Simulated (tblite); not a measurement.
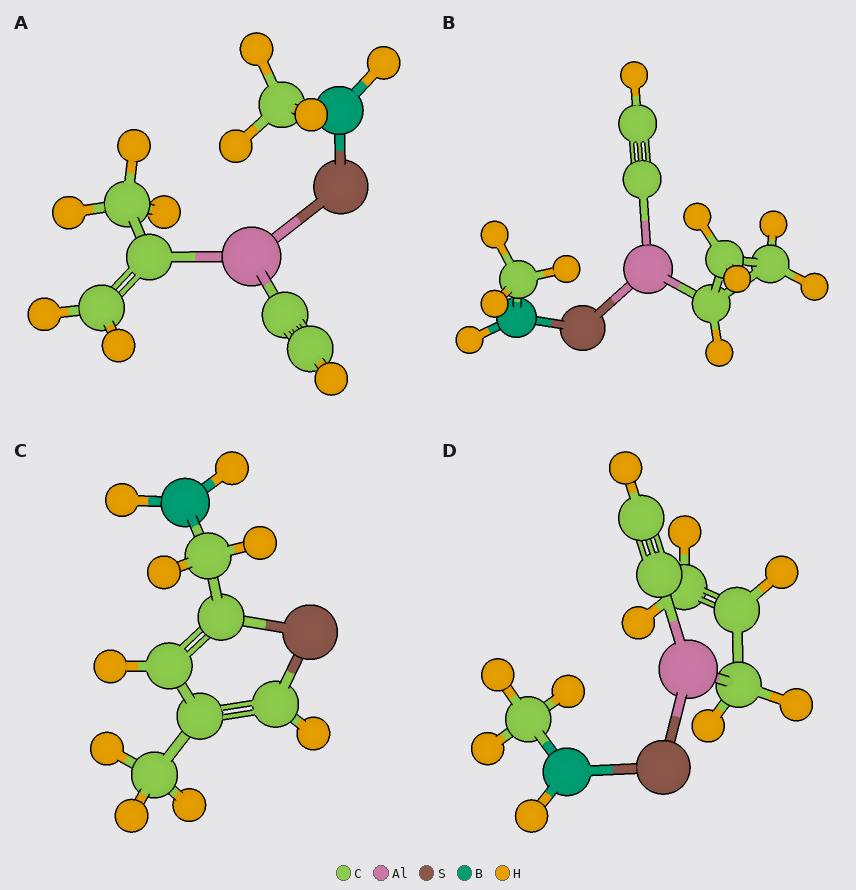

Figure made from data computed with tblite.

### Match each picture to its SMILES.
(1) C#[C][Al]([S]BC)[CH]1CC1
(2) C#[C][Al]([CH2]C=C)[S]BC
(3) BCc1cc(C)cs1
(4) C#[C][Al]([S]BC)[C](=C)C

A is (4), B is (1), C is (3), D is (2).
